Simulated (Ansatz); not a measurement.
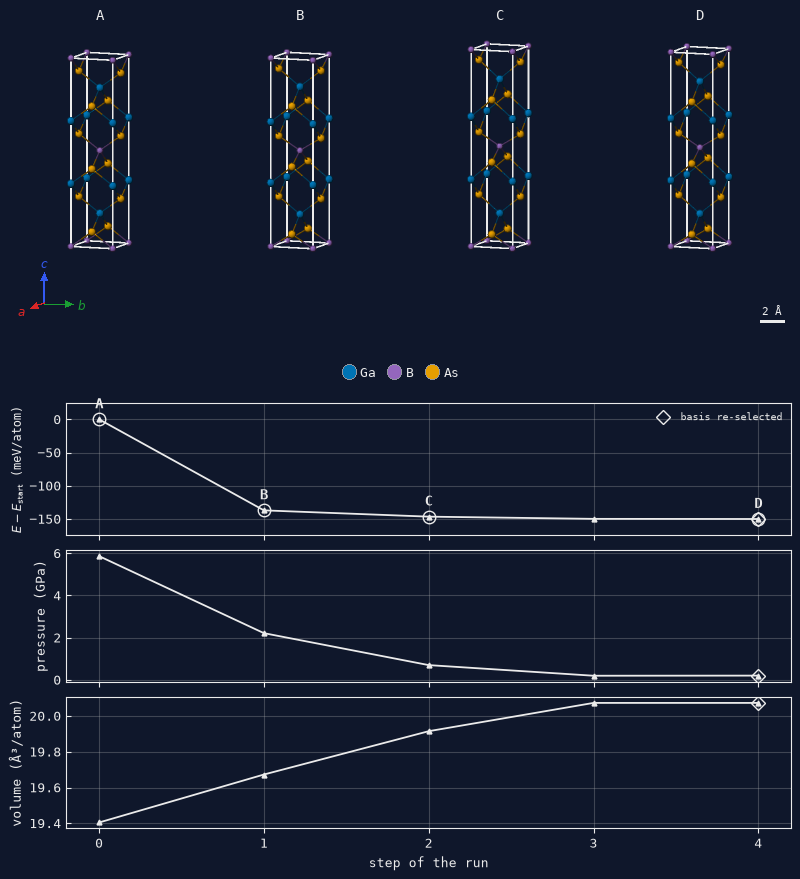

Frames of a relaxation of solid Ga₂BAs₃ (a generated structure, set up in I-4m2) (coarse preliminary run), marked on the history of the run. The picture is a ball-and-stick view of the conventional cell (2 times the calculation's cell), seen slightly off an axis. Lengths and directions refer to the drawn axes.

These are results of DFT PBE, scalar-relativistic, plane waves, PAW (Ansatz 0.2.0), not measurements. Settings: plane-wave cutoff 420 eV; k-point mesh 6 × 6 × 6; occupations gaussian; smearing width 0.1 eV; no spin polarisation; cell and atoms relaxed; force threshold 0.04 eV/Å; at most 70 steps.

Question: What happens along the run?

Answer: The largest moves relative to the cell, 0.26 Å, are those of As atoms. Largest moves by element: As 0.26 Å, Ga 0.12 Å. B stays in place. The volume changes by +3.4 %, with a = b 3.800 → 3.806 Å (+0.2 %), c 16.123 → 16.628 Å (+3.1 %). Some distances before and after: As–B 2.327 → 2.213 Å, As–Ga 2.327 → 2.438 Å. Bond angles that change, for instance: As–B–As 109.5° → 118.6°, B–As–B 109.5° → 118.6°, As–Ga–As 109.5° → 102.6°. The space group stays I-4m2 (No. 119). Over 3 accepted moves (4 points after the start) the energy falls by 150 meV per atom. The largest force component goes from 3.2 to 0.0066 eV/Å. The pressure goes from 5.86 to 0.20 GPa. The SCF was repeated once at an unchanged geometry on a basis and grid sized afresh for the cell, which shifted the energy by 0.2 meV per atom at most. From step 0 to 1: As atoms move most (0.20 Å), volume +1.4 %, energy −137 meV per atom. From step 1 to 2: As atoms move most (0.07 Å), volume +1.2 %, energy −9.5 meV per atom. From step 2 to 4: As atoms move most (0.02 Å), volume +0.8 %, energy −3.5 meV per atom.

| step | E − E(0), meV/atom | largest force component, eV/Å | pressure, GPa | volume, Å³/atom | note |
| --- | --- | --- | --- | --- | --- |
| 0 | 0.00 | 3.1951 | 5.86 | 19.405 |  |
| 1 | -137.03 | 0.6031 | 2.22 | 19.673 |  |
| 2 | -146.51 | 0.2106 | 0.70 | 19.915 |  |
| 3 | -149.82 | 0.0065 | 0.20 | 20.073 |  |
| 4 | -150.05 | 0.0066 | 0.20 | 20.073 | same geometry, new basis |
